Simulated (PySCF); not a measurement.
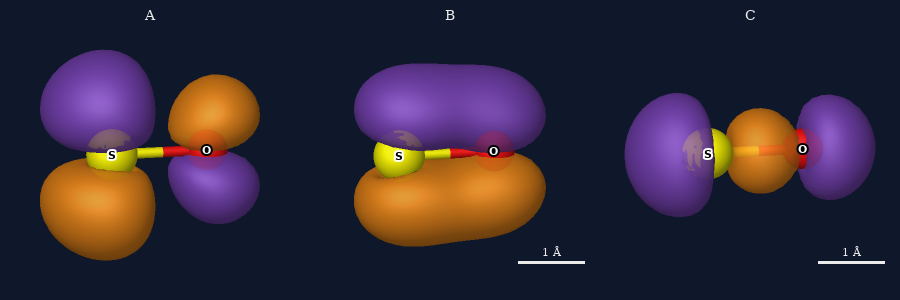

SO (triplet). Three frontier β-spin orbitals, each drawn at the value that holds 80 % of its norm (orange and purple are the two phases), in no order; of a degenerate pair one member is drawn.

All numbers below come from PBE0/6-311G(d,p), non-relativistic, at a bond length of 1.503 Å in PySCF 2.14.0.

**Label each orbital by symmetry, say whether it is occupied, and order them by energy.**

Orbital C: σ, occupied in this spin, −11.90 eV; shared between the atoms (S 45 %, O 55 %).
Orbital B: π, occupied in this spin, −10.75 eV; bonding, with no node between the atoms.
Orbital A: π, empty in this spin, −3.20 eV; antibonding, with a node between the atoms.
